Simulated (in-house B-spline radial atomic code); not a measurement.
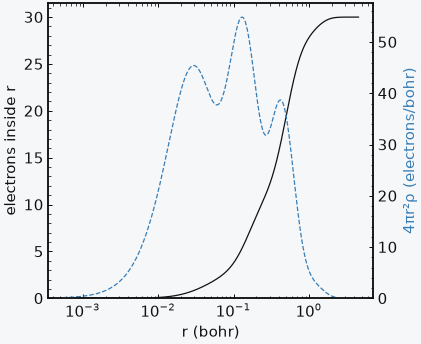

The Rb⁷⁺ ion in the configuration [Ar] 3d10 4s2. Computed with an in-house B-spline radial code: non-relativistic LDA (Slater, VWN5), spin-polarised, spherical fractional occupations, point nucleus, basis-set limit.

The plot shows the number of electrons inside radius r (solid) and the radial density 4πr²ρ (dashed).

Read the plot.

Answer. The count levels off at 30 electrons. Half of them lie within 0.380 bohr, 90 % within 0.875 bohr and 99 % within 1.74 bohr. The radial density has minima at 0.060 and 0.27 bohr, where the count stands at 2.1 and 11.1; these part the shells that the density resolves.
